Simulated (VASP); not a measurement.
```yaml
crystal:
  lattice:
    - [5.91548, 0.00000, 0.00000]
    - [0.00000, 5.91548, 0.00000]
    - [0.00000, 0.00000, 5.91548]
  atoms:
    - { symbol: O, position: [0.86746, 0.19793, 0.06152] }
    - { symbol: O, position: [0.63543, 0.89792, 0.35255] }
    - { symbol: O, position: [0.60130, 0.27252, 0.65840] }
    - { symbol: O, position: [0.16730, 0.33802, 0.39985] }
    - { symbol: H, position: [0.77218, 0.23896, 0.93152] }
    - { symbol: H, position: [0.77946, 0.08832, 0.15018] }
    - { symbol: H, position: [0.50295, 0.84158, 0.26561] }
    - { symbol: H, position: [0.72360, 0.76271, 0.38305] }
    - { symbol: H, position: [0.43809, 0.29685, 0.66141] }
    - { symbol: H, position: [0.61778, 0.14258, 0.55574] }
    - { symbol: H, position: [0.05548, 0.29980, 0.28145] }
    - { symbol: H, position: [0.28698, 0.41338, 0.31475] }
    - { symbol: H, position: [0.06059, 0.96677, 0.65859] }
    - { symbol: H, position: [0.08734, 0.66901, 0.59239] }
    - { symbol: H, position: [0.86608, 0.76772, 0.77541] }
    - { symbol: C, position: [0.04263, 0.79375, 0.72317] }
    - { symbol: C, position: [0.18577, 0.76274, 0.91549] }
    - { symbol: N, position: [0.30306, 0.73598, 0.07077] }
```

All numbers below come from VASP 6.6.1, Kohn-Sham DFT of a periodic cell, PBE with D3(BJ), VASP PAW PBE potentials, recommended.

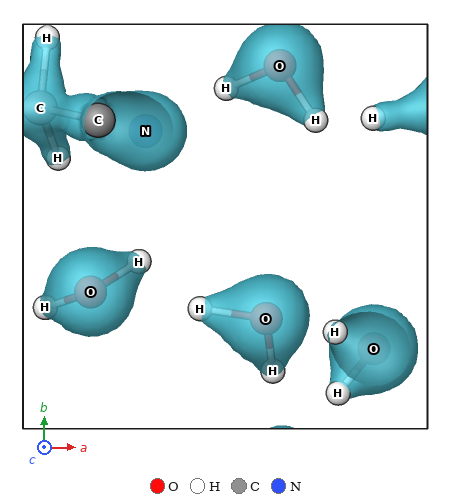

H11C2NO4 (amorphous cell). Isosurface of the valence pseudo-density at 1.5 e/Å³ (cyan), seen along the c axis. Sticks mark near contacts.

The density is the valence pseudo-density of a PAW calculation; it isn't the true density close to the nuclei.

How is the density connected at this value?

At this value the density breaks into separate islands; it holds about 45 % of the electrons treated as valence. It bridges the shortest O–H (0.97 Å), C–H (1.10 Å), C–N (1.16 Å) and C–C (1.43 Å) contacts, where the density stays above the isovalue. On the grid the lowest density along these lines, outside the cores, is 2.1 e/Å³ (O–H, 0.97 Å), 1.9 e/Å³ (C–H, 1.10 Å), 3.5 e/Å³ (C–N, 1.16 Å) and 1.9 e/Å³ (C–C, 1.43 Å).

Does the calculation give a band gap?

It is gapped, with a Kohn–Sham gap of 4.9 eV at the Γ point, the only k-point used.
